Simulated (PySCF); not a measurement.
SMILES C[SiH2]c1cccs1 (C₅H₈SSi) at its GFN2-xTB optimised geometry (Å):

```
15

C     -0.6801    -2.7658    -0.0453
Si    -1.6686    -1.1493     0.0020
C     -0.4614     0.2867     0.0000
C      0.9030     0.2867     0.0000
C      1.4766     1.5758     0.0000
C      0.5380     2.5564     0.0005
S     -1.0571     1.9177     0.0019
H     -1.3507    -3.6190    -0.0439
H     -0.0263    -2.8612     0.8164
H     -0.0654    -2.8331    -0.9380
H     -2.4857    -1.0801     1.2210
H     -2.5362    -1.0401    -1.1783
H      1.4843    -0.6186    -0.0007
H      2.5362     1.7621    -0.0005
H      0.6797     3.6190     0.0003
```

Level of theory: PySCF with PBE/def2-TZVP.

Map of the HOMO−1 amplitude (bohr^(-3/2)) on the plane z = 1.5 Å; orbital energy -6.21 eV, overall sign arbitrary:

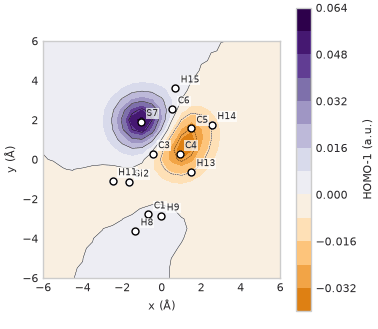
Figure: HOMO−1 amplitude (bohr^(-3/2)) on the plane z = 1.5 Å.
